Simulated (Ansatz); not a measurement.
Run report: Zn8S7Cl2, molecular dynamics (part 1 of 2)

Zn8S7Cl2 (Zn8S7 wurtzite off disc), computed with RKS revPBE/6-31G* (Ansatz 0.2.0).

The geometry comes from this level: r2SCAN-D4/def2-SVP.

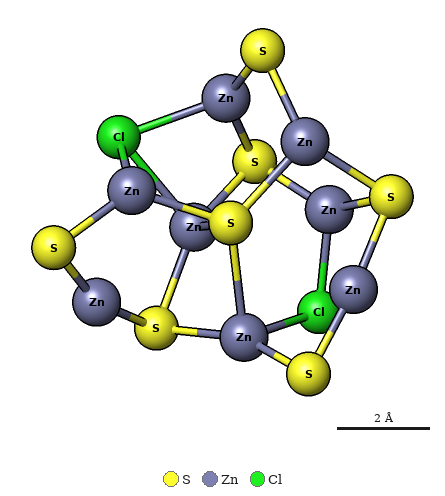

*The structure as given in the input (ball-and-stick view, seen on its broad side). Sticks mark near contacts.*

Bond lengths as drawn: Cl–Zn 2.29 to 2.62 Å and S–Zn 2.15 to 2.67 Å.

Summary

| quantity | value |
| --- | --- |
| outcome | finished |
| mean temperature over the second half | 467 K |
| trajectory | 15 steps, 7.5 fs |
| ensemble | nvt_langevin |
| temperature in the input | 500 K |
| time step | 0.5 fs |
| potential energy (last step) | −488148.8735 eV |
| SCF solution under orbital rotations (last step) | stable |
| largest force (length of the vector) (last step) | 0.823 eV/Å |
| dipole moment (last step) | 1.66 D |
| hardware | 2 CPU threads, shared host |
| wall time | 56 s (CPU time 85 s) |
| peak memory | 1 GiB |

Remarks

So short a trajectory is not equilibrated. The logged temperature at the start can lie below the typed one, since it is counted over all degrees of freedom.

Input
```yaml
crystal:
  periodic: [false, false, false]
  atoms:
    - {symbol: S, position_ang: [-0.292967, -3.356834, -2.100846]}
    - {symbol: Zn, position_ang: [-0.503118, -2.860908, 0.021224]}
    - {symbol: Zn, position_ang: [0.926777, -1.530204, -1.936406]}
    - {symbol: S, position_ang: [-0.283690, 0.285036, -0.907792]}
    - {symbol: S, position_ang: [0.719635, -2.192175, 1.854796]}
    - {symbol: Zn, position_ang: [-0.553493, -0.294011, 1.467746]}
    - {symbol: Zn, position_ang: [-2.558487, -0.035287, -0.856430]}
    - {symbol: S, position_ang: [-4.104078, 1.541946, -0.670359]}
    - {symbol: S, position_ang: [-0.945746, 1.895937, 2.234284]}
    - {symbol: Zn, position_ang: [-2.662299, 2.059497, 0.842451]}
    - {symbol: S, position_ang: [3.092467, -0.814386, -1.488070]}
    - {symbol: Zn, position_ang: [2.228910, -0.998011, 0.637856]}
    - {symbol: Zn, position_ang: [2.550095, 1.376715, -1.237143]}
    - {symbol: S, position_ang: [1.831781, 3.402372, -0.967851]}
    - {symbol: Zn, position_ang: [0.646739, 2.309993, 0.561925]}
    - {symbol: Cl, position_ang: [-2.610580, -1.780145, 0.804256]}
    - {symbol: Cl, position_ang: [2.518055, 0.990456, 1.740359]}
basis:
  gaussian: {orbitals: "6-31G*", fitting: {mean_field: def2-universal-jkfit}}
hamiltonian: {xc: {name: revPBE}}
md: {timestep: 0.5 fs, n_steps: 15, ensemble: nvt_langevin, temperature: 500, initial_velocities: maxwell_boltzmann, friction: 0.01, seed: 870}
scf: {omitted_lower_state_checks: [starts]}
```

Launched with:
```bash
ansatz run in.yaml --threads 2 --pin off --events-out ev --progress --plain --max-ram 32768MiB --backend cuda --devices 0, --max-vram 18GiB
```

What the program printed
```
Functional definition: revPBE
  name "revPBE"
  cite "Zhang & Yang, Phys. Rev. Lett. 80, 890 (1998) doi:10.1103/PhysRevLett.80.890"
  cite "Perdew, Burke & Ernzerhof, Phys. Rev. Lett. 77, 3865 (1996) doi:10.1103/PhysRevLett.77.3865"
  parameter kappa = 1.245
  parameter beta = 0.06672455060314922
  exchange = pbe_x(kappa = kappa, mu = beta*pi^2/3)
  correlation = pbe_c(beta = beta)
these checks for a lower state are left out or cut short: starts
3264 factors; integrals over basis functions are off by at most 2.7e-1 eV
mean field evaluation 1: about -488117.1733 eV, gradient 1.5e2 eV
mean field evaluation 2: about -487934.1974 eV, gradient 3.2e2 eV
mean field evaluation 4: about -488148.4590 eV, gradient 1.4e1 eV
mean field evaluation 8: about -488148.9495 eV, gradient 5.2e-1 eV
mean field evaluation 16: about -488148.9604 eV, gradient 2.4e-4 eV
mean field -488148.96036542 eV, -17939.1434141797 hartree, gradient 4.9e-5 eV, S^2 0.000000; 0 other end points of the search recorded, 0 dependent functions left out
the calculation of the forces begins
reference -488148.96045304 eV, -17939.1434173999 hartree; 193, 193 occupied and 266, 266 virtual orbitals, 3264 factors
md step     0: t =     0.00 fs  T =   470.6 K  F+E_penalty+E_count = -488148.96036542 eV  E_kin = 1.034080 eV  (30 SCF iters)
these checks for a lower state are left out or cut short: starts, cluster_reference, orbital_swaps, neighbouring_geometries, increment
3264 factors; integrals over basis functions are off by at most 2.7e-1 eV
mean field -488148.95813092 eV, -17939.1433320633 hartree, gradient 1.2e-5 eV, S^2 0.000000; 0 other end points of the search recorded, 0 dependent functions left out
[... from here on the field's lines of each further geometry are left out, up to the last ...]
md step     1: t =     0.50 fs  T =   485.2 K  F+E_penalty+E_count = -488148.95813092 eV  E_kin = 1.066253 eV  (29 SCF iters)
md step     2: t =     1.00 fs  T =   478.0 K  F+E_penalty+E_count = -488148.95539789 eV  E_kin = 1.050275 eV  (28 SCF iters)
md step     3: t =     1.50 fs  T =   474.4 K  F+E_penalty+E_count = -488148.95217898 eV  E_kin = 1.042412 eV  (28 SCF iters)
md step     4: t =     2.00 fs  T =   490.9 K  F+E_penalty+E_count = -488148.94847053 eV  E_kin = 1.078650 eV  (28 SCF iters)
md step     5: t =     2.50 fs  T =   503.7 K  F+E_penalty+E_count = -488148.94414484 eV  E_kin = 1.106936 eV  (28 SCF iters)
md step     6: t =     3.00 fs  T =   497.5 K  F+E_penalty+E_count = -488148.93911543 eV  E_kin = 1.093316 eV  (28 SCF iters)
md step     7: t =     3.50 fs  T =   490.1 K  F+E_penalty+E_count = -488148.93358054 eV  E_kin = 1.077023 eV  (28 SCF iters)
md step     8: t =     4.00 fs  T =   490.4 K  F+E_penalty+E_count = -488148.92754402 eV  E_kin = 1.077640 eV  (28 SCF iters)
md step     9: t =     4.50 fs  T =   473.0 K  F+E_penalty+E_count = -488148.92102285 eV  E_kin = 1.039463 eV  (29 SCF iters)
md step    10: t =     5.00 fs  T =   484.1 K  F+E_penalty+E_count = -488148.91411240 eV  E_kin = 1.063718 eV  (29 SCF iters)
md step    11: t =     5.50 fs  T =   472.9 K  F+E_penalty+E_count = -488148.90672163 eV  E_kin = 1.039083 eV  (29 SCF iters)
md step    12: t =     6.00 fs  T =   456.7 K  F+E_penalty+E_count = -488148.89893633 eV  E_kin = 1.003515 eV  (29 SCF iters)
md step    13: t =     6.50 fs  T =   442.6 K  F+E_penalty+E_count = -488148.89084481 eV  E_kin = 0.972562 eV  (29 SCF iters)
md step    14: t =     7.00 fs  T =   454.1 K  F+E_penalty+E_count = -488148.88232287 eV  E_kin = 0.997773 eV  (29 SCF iters)
the calculation of the forces begins
reference -488148.87348764 eV, -17939.1402214804 hartree; 193, 193 occupied and 266, 266 virtual orbitals, 3264 factors
these checks for a lower state are left out or cut short: starts
3264 factors; integrals over basis functions are off by at most 2.7e-1 eV
mean field evaluation 96: about -488148.8636 eV, gradient 6.0e-2 eV
mean field -488148.87340025 eV, -17939.1402182687 hartree, gradient 1.3e-5 eV, S^2 0.000000; 0 other end points of the search recorded, 0 dependent functions left out
the calculation of the forces begins
reference -488148.87348764 eV, -17939.1402214803 hartree; 193, 193 occupied and 266, 266 virtual orbitals, 3264 factors
md step    15: t =     7.50 fs  T =   459.2 K  F+E_penalty+E_count = -488148.87340025 eV  E_kin = 1.009092 eV  (13 SCF iters)
```

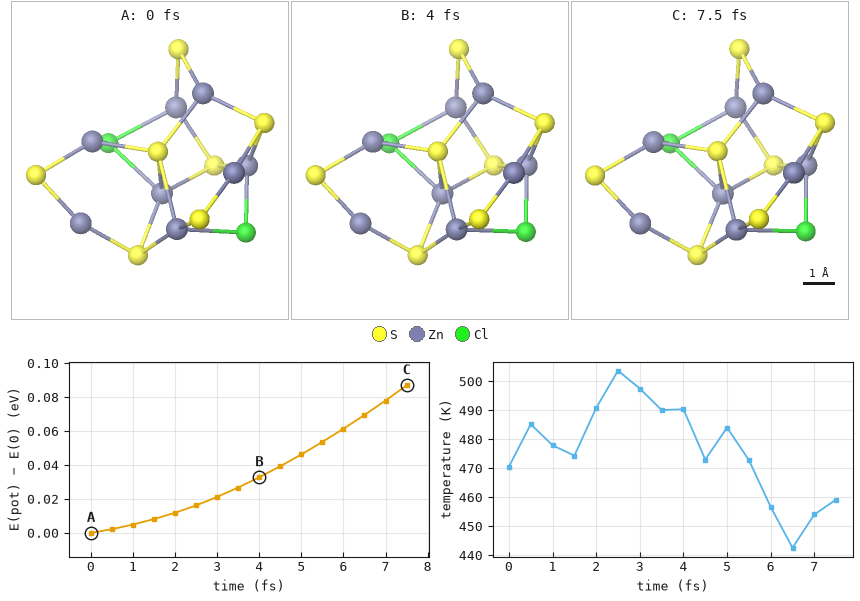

*Frames of the molecular dynamics (ball-and-stick, seen at a tilt) above the curves, on which the letters mark them.*

The trajectory kept here has 16 frames over 7.5 fs. The temperature starts at 471 K, ranges from 443 to 504 K and averages 467 K over the second half. The potential energy ends 0.087 eV above its first value. After an unweighted best fit of the last frame on the first, the root-mean-square displacement is 0.04 Å, and Cl16 has moved furthest (0.06 Å).

```
Total energy: -488148.87348764 eV, -17939.1402214803 hartree
Atom 0 at    -0.274557    -3.371407    -2.103565 Å, force     0.041247    -0.082761    -0.085379 eV/Å
Atom 1 at    -0.511050    -2.828518    -0.009140 Å, force     0.219968    -0.257543     0.038890 eV/Å
Atom 2 at     0.928639    -1.542000    -1.922134 Å, force     0.131580     0.059135    -0.061558 eV/Å
Atom 3 at    -0.285145     0.302447    -0.948358 Å, force    -0.048102    -0.021303    -0.032672 eV/Å
Atom 4 at     0.701089    -2.206250     1.857652 Å, force    -0.008056    -0.086372     0.090626 eV/Å
Atom 5 at    -0.523947    -0.300766     1.483611 Å, force     0.141782     0.310050    -0.002946 eV/Å
Atom 6 at    -2.525392    -0.046141    -0.818090 Å, force    -0.392325     0.679639    -0.242690 eV/Å
Atom 7 at    -4.135363     1.551357    -0.645117 Å, force     0.416953    -0.273677     0.072404 eV/Å
Atom 8 at    -0.946384     1.912843     2.215719 Å, force    -0.029451    -0.144288    -0.062015 eV/Å
Atom 9 at    -2.666232     2.088853     0.836301 Å, force    -0.174429     0.005515    -0.063260 eV/Å
Atom 10 at     3.113626    -0.811102    -1.512575 Å, force    -0.408893     0.013335     0.314461 eV/Å
Atom 11 at     2.197274    -1.034290     0.647495 Å, force     0.313180    -0.041819    -0.432281 eV/Å
Atom 12 at     2.546755     1.375568    -1.246216 Å, force     0.049428    -0.067744    -0.141436 eV/Å
Atom 13 at     1.810246     3.386106    -0.972760 Å, force    -0.031057     0.111262     0.038460 eV/Å
Atom 14 at     0.635819     2.322625     0.578440 Å, force     0.096726     0.076024    -0.196743 eV/Å
Atom 15 at    -2.550832    -1.764357     0.800874 Å, force    -0.654629    -0.406321     0.289199 eV/Å
Atom 16 at     2.514325     0.954969     1.710905 Å, force     0.336079     0.126869     0.476940 eV/Å
Dipole moment:    -0.029176    -0.130918     0.317869 e Å
Checks for a lower state left out: starts
```

Trajectory as extended XYZ (Å, eV, eV/Å), 13 of the 16 frames kept, from step=0 to step=15
```
17
Properties=species:S:1:pos:R:3:forces:R:3 step=0 time_fs=0.0 energy=-488148.96037 temperature=470.6
S    -0.2930   -3.3568   -2.1008    0.0588  -0.0178   0.0027
Zn   -0.5031   -2.8609    0.0212    0.1500  -0.1339  -0.0519
Zn    0.9268   -1.5302   -1.9364   -0.0213  -0.0731   0.0219
S    -0.2837    0.2850   -0.9078   -0.1980   0.0533  -0.1948
S     0.7196   -2.1922    1.8548   -0.0379   0.0593   0.0101
Zn   -0.5535   -0.2940    1.4677    0.1979   0.0397   0.0831
Zn   -2.5585   -0.0353   -0.8564    0.0589   0.2470  -0.0901
S    -4.1041    1.5419   -0.6704    0.0323   0.0205   0.0309
S    -0.9457    1.8959    2.2343   -0.0532  -0.0328  -0.1926
Zn   -2.6623    2.0595    0.8425   -0.0541   0.0295   0.0291
S     3.0925   -0.8144   -1.4881   -0.1475   0.0752   0.0462
Zn    2.2289   -0.9980    0.6379    0.0469  -0.1337  -0.0493
Zn    2.5501    1.3767   -1.2371    0.0268   0.0665  -0.1292
S     1.8318    3.4024   -0.9679   -0.0320  -0.0319   0.0258
Zn    0.6467    2.3100    0.5619   -0.0059   0.0736  -0.0732
Cl   -2.6106   -1.7801    0.8043   -0.3482  -0.2747   0.1357
Cl    2.5181    0.9905    1.7404    0.3263   0.0331   0.3957
17
Properties=species:S:1:pos:R:3:forces:R:3 step=1 time_fs=0.5 energy=-488148.95813 temperature=485.2
S    -0.2926   -3.3586   -2.1010    0.0623  -0.0127  -0.0004
Zn   -0.5039   -2.8590    0.0193    0.1541  -0.1425  -0.0488
Zn    0.9268   -1.5311   -1.9360   -0.0156  -0.0705   0.0181
S    -0.2835    0.2864   -0.9103   -0.1915   0.0459  -0.1841
S     0.7185   -2.1932    1.8545   -0.0396   0.0499   0.0190
Zn   -0.5517   -0.2941    1.4689    0.1959   0.0538   0.0756
Zn   -2.5564   -0.0361   -0.8539    0.0344   0.2741  -0.0996
S    -4.1054    1.5421   -0.6692    0.0561   0.0042   0.0361
S    -0.9455    1.8975    2.2328   -0.0509  -0.0397  -0.1806
Zn   -2.6623    2.0617    0.8423   -0.0653   0.0268   0.0183
S     3.0935   -0.8139   -1.4893   -0.1652   0.0705   0.0636
Zn    2.2264   -1.0005    0.6386    0.0668  -0.1295  -0.0806
Zn    2.5495    1.3770   -1.2376    0.0283   0.0569  -0.1303
S     1.8302    3.4018   -0.9682   -0.0322  -0.0239   0.0282
Zn    0.6459    2.3110    0.5630    0.0023   0.0750  -0.0832
Cl   -2.6065   -1.7787    0.8046   -0.3674  -0.2830   0.1449
Cl    2.5177    0.9873    1.7382    0.3276   0.0448   0.4037
17
Properties=species:S:1:pos:R:3:forces:R:3 step=2 time_fs=1.0 energy=-488148.95540 temperature=478.0
S    -0.2920   -3.3602   -2.1010    0.0635  -0.0125  -0.0067
Zn   -0.5045   -2.8571    0.0174    0.1579  -0.1501  -0.0431
Zn    0.9267   -1.5320   -1.9356   -0.0058  -0.0642   0.0149
S    -0.2834    0.2875   -0.9127   -0.1834   0.0393  -0.1737
S     0.7172   -2.1941    1.8542   -0.0401   0.0391   0.0281
Zn   -0.5499   -0.2942    1.4700    0.1928   0.0696   0.0682
Zn   -2.5544   -0.0371   -0.8513    0.0088   0.3018  -0.1087
S    -4.1067    1.5425   -0.6678    0.0781  -0.0131   0.0390
S    -0.9452    1.8991    2.2312   -0.0496  -0.0469  -0.1681
Zn   -2.6625    2.0640    0.8421   -0.0740   0.0243   0.0098
S     3.0949   -0.8136   -1.4908   -0.1862   0.0670   0.0827
Zn    2.2240   -1.0029    0.6395    0.0871  -0.1258  -0.1136
Zn    2.5491    1.3773   -1.2382    0.0302   0.0454  -0.1315
S     1.8286    3.4011   -0.9684   -0.0320  -0.0148   0.0297
Zn    0.6451    2.3119    0.5641    0.0103   0.0761  -0.0932
Cl   -2.6025   -1.7773    0.8049   -0.3867  -0.2917   0.1543
Cl    2.5173    0.9842    1.7361    0.3292   0.0565   0.4120
```
